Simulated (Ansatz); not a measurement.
Electronic density of states of amorphous Ti$_{20}$O$_{45}$P$_{2}$, density 3.45 g/cm³, on a 2×2×2 Γ-centred mesh with a Gaussian width of 0.1 eV; energies count from the Fermi level, whose place inside the gap is arbitrary. Cell and mesh are small, so fine structure isn't converged. Computed with PBE, scalar-relativistic without spin-orbit coupling (plane waves to 420 eV, PAW; Ansatz, a quantum-chemistry and plane-wave program). Sampling: a 2×2×2 Γ-centred mesh; Fermi-Dirac width 0.02 eV; no spin polarisation. At PBE the levels at the filled edge of the gap are localised (band-tail or defect states), and the nearest spread-out levels lie 2.9 eV apart at the zone centre.

A CHGNet melt-quench gave the starting glass, which DFT then relaxed. O atoms were pushed apart under 1.9 Å during the dynamics, to hinder bonds among them. The hot cell started wider than the set density and was brought back towards it in steps. It is the lowest in DFT energy of 2 quenches. It is a model cell: composition and starting density were chosen by hand, and all elements were melted together. No dispersion term was used. Its density started from a set value of 3.45 and ended at 3.45 g/cm³. The simulated quench (nominally 300 K/ps over its main leg) is rapid and tends to freeze in more defects than a deposited or slowly cooled glass has. Values belong to this one cell and scatter from quench to quench. The volume was held where the preparation left it and the shape relaxed, at a PBE pressure of 2.4 GPa. Stress components on the final sampling reach 2.4 GPa.

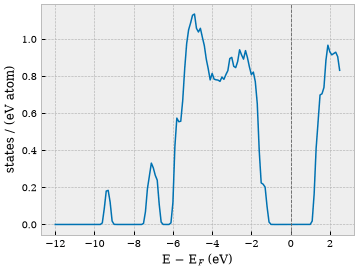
Figure. Density of states per atom

The level gap on this mesh is 2.49 eV; the broadening fills part of it in the curve.
